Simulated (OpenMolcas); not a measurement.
**How methods differ on BCl2 (SMILES Cl[B]Cl)**

The species is BCl2 (3 atoms), meant as a doublet with charge 0. SMILES: `Cl[B]Cl`. The coordinates come from a PBE0-D4/def2-TZVP relaxation.

```jsonl
{"atom": "Cl", "x (Å)": "0.3715", "y (Å)": "-1.5256", "z (Å)": "0.0300"}
{"atom": "B", "x (Å)": "-0.4639", "y (Å)": "-0.0503", "z (Å)": "-0.2569"}
{"atom": "Cl", "x (Å)": "0.0815", "y (Å)": "1.5111", "z (Å)": "0.2137"}
```

Quantity: the energy change with the Cl1–B2 bond stretched from 1.720 to 3.009 Å, in eV. The values are calculated.

| level | kind | program | value (eV) | less FCI/STO-3G | CPU time (all runs) |
| --- | --- | --- | --- | --- | --- |
| UHF/STO-3G | Hartree–Fock | OpenMolcas | 3.50 | +0.15 | 3.9 s |
| USVWN5/STO-3G | LDA | OpenMolcas | 4.14 | +0.79 | 7.5 s |
| UPBE/STO-3G | GGA | OpenMolcas | 3.69 | +0.34 | 9.9 s |
| U-r2SCAN/STO-3G | meta-GGA | OpenMolcas | 3.88 | +0.53 | 13 s |
| UB3LYP/STO-3G | global hybrid | OpenMolcas | 3.61 | +0.26 | 10 s |
| CASSCF(3,3)/STO-3G | multireference | OpenMolcas | 3.20 | -0.15 | 3 s |
| FCI/STO-3G | exact in the basis | OpenMolcas | 3.35 | 0.00 | 48 s |

FCI/STO-3G is exact within its basis and frozen core, so for wave-function methods in that basis the difference is their error; functionals converge differently with the basis, so for them it is only a difference. The first shape isn't each level's own minimum. The values span 3.20 to 4.14 eV. Spin contamination of the reference (⟨S²⟩ at least 0.1 too high) touches UHF/STO-3G. All rows use very small basis sets, so even the best lies far from the true value. CPU times are rough (shared hosts, several kinds of processor): they show what a rung costs within a factor of a few.

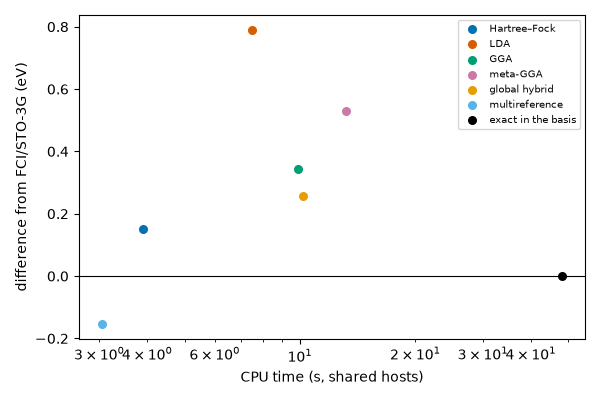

Difference from FCI/STO-3G against processor time, one point a level.
